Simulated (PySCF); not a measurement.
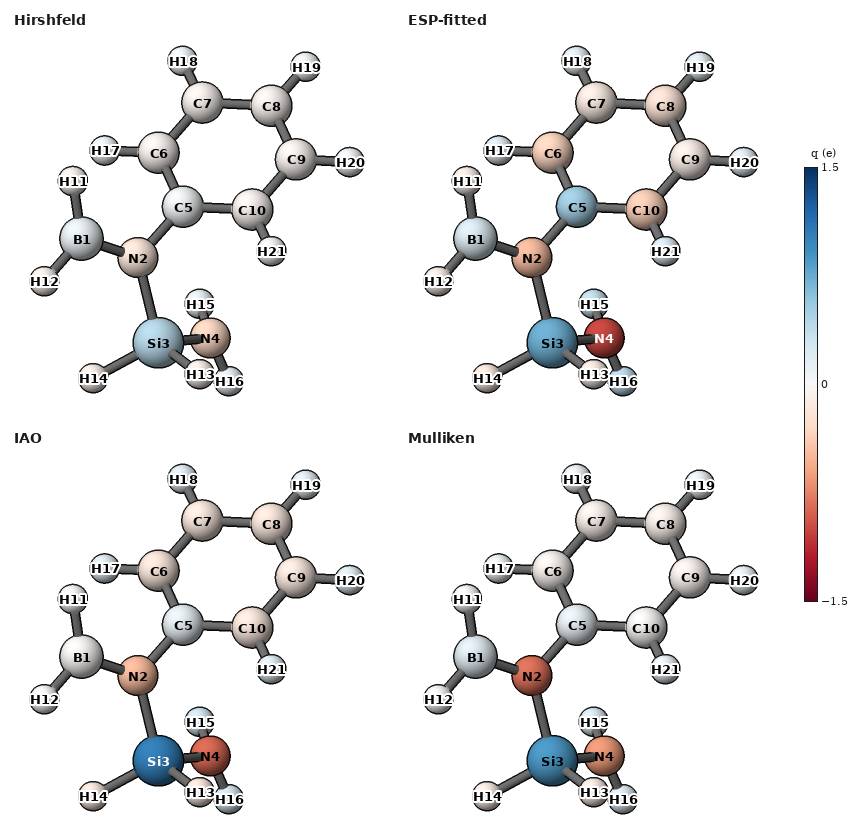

Atomic charges of one calculation by 4 schemes, on one colour scale. The computed structure is the end point of a GFN2-xTB optimisation. No frequency run is at hand to confirm it as a minimum. Computed with PBE0/pcSseg-1 (PySCF 2.14.0).

> Which scheme gives the most polar picture (largest mean size of the charges)?

The ESP-fitted charges are the largest in size here, and the Hirshfeld charges the smallest.

> On which atom do the schemes disagree most?

On N4 (from −0.98 to −0.31 e).

List the charges (e), one line for each set of equivalent atoms.

| atom | Hirshfeld | ESP-fitted | IAO | Mulliken |
| --- | --- | --- | --- | --- |
| B1 | 0.10 | 0.21 | −0.02 | 0.17 |
| N2 | −0.18 | −0.46 | −0.47 | −0.82 |
| Si3 | 0.42 | 0.74 | 1.03 | 0.87 |
| N4 | −0.31 | −0.98 | −0.85 | −0.63 |
| C5 | 0.06 | 0.52 | 0.11 | 0.13 |
| C6 | −0.06 | −0.32 | −0.17 | −0.06 |
| C7 | −0.05 | −0.12 | −0.15 | −0.07 |
| C8 | −0.06 | −0.20 | −0.16 | −0.08 |
| C9 | −0.05 | −0.09 | −0.15 | −0.07 |
| C10 | −0.05 | −0.36 | −0.16 | −0.02 |
| H11 | −0.06 | −0.10 | 0.01 | 0.00 |
| H12 | −0.07 | −0.10 | 0.00 | −0.02 |
| H13 | −0.09 | −0.13 | −0.16 | −0.11 |
| H14 | −0.09 | −0.15 | −0.16 | −0.11 |
| H15 | 0.11 | 0.36 | 0.27 | 0.20 |
| H16 | 0.12 | 0.38 | 0.27 | 0.19 |
| H17 | 0.05 | 0.18 | 0.15 | 0.08 |
| H18 | 0.05 | 0.15 | 0.15 | 0.09 |
| H19 | 0.05 | 0.15 | 0.15 | 0.09 |
| H20 | 0.05 | 0.14 | 0.15 | 0.09 |
| H21 | 0.05 | 0.19 | 0.16 | 0.09 |

The geometry is semi-empirical. Around B, Si such bond lengths and angles can be off by a tenth of an ångström or more and by several degrees, and values that hang on the shape move with them.
